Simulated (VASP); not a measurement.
Band structure of C (space group R-3m). Computed with LDA (Ceperley-Alder, Perdew-Zunger), VASP's LDA PAW potentials (set 64) (plane waves; VASP 6.6.1).

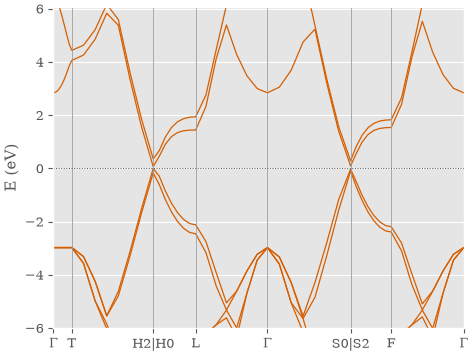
Figure: Bands along high-symmetry lines, zero at the valence-band maximum or, without a gap, the Fermi level

Task: Read the plot: is there a gap, and where are the band edges?

Result: The gap is direct, 0.07 eV, from the valence maximum at H2 to the conduction minimum at H2.

The structure comes from a computed database's C entry; how it stands against other phases isn't given here. The cell was not relaxed at this level.
